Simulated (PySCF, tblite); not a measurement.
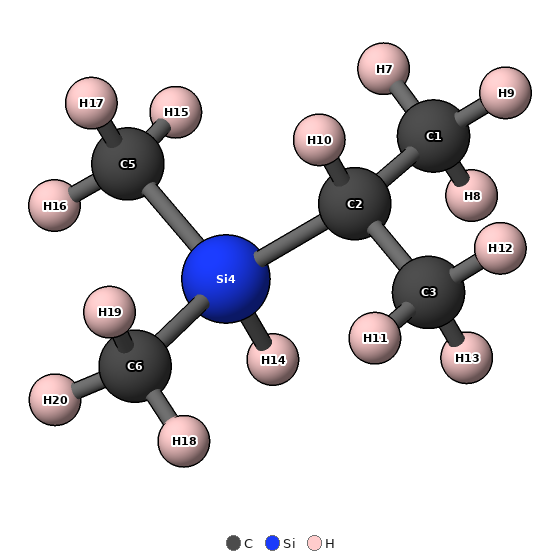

Structure of C₅H₁₄Si, SMILES CC(C)[SiH](C)C.

GIAO shifts, PBE0/pcSseg-1 in PySCF 2.14.0, at a GFN2-xTB geometry (a minimum by its frequencies), against TMS for ¹³C and TMS for ¹H computed at the same level. Gas phase, fully decoupled, line heights follow the number of nuclei, widths are arbitrary (no quadrupolar broadening); values of one conformer, averaged over methyl-type rotors and exact or near symmetry; other conformers aren't averaged in.

> Predict the ¹³C spectrum.

3 signals.


```csv
δ (ppm),nuclei,atoms
20.9,2,"C1, C3"
19.3,1,C2
−4.7,2,"C5, C6"
```

The order of signals that lie close, as those under 2 ppm apart, is within the error of the method.

> How many ¹H lines appear, and where?

4 signals.


```tsv
δ (ppm)	nuclei	atoms
4.05	1	H14
1.08	6	H7, H8, H9, H11, H12, H13
0.69	1	H10
0.05	6	H15, H16, H17, H18, H19, H20
```

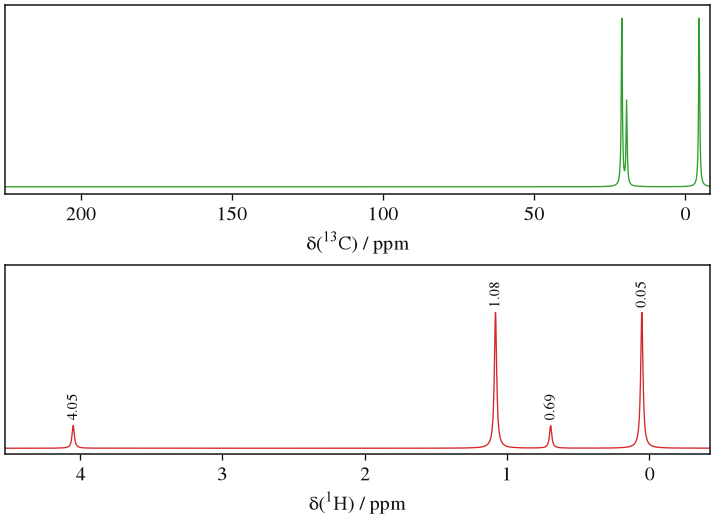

Known limits of this run: the tight-binding geometry is rougher than a DFT one and adds to the error.
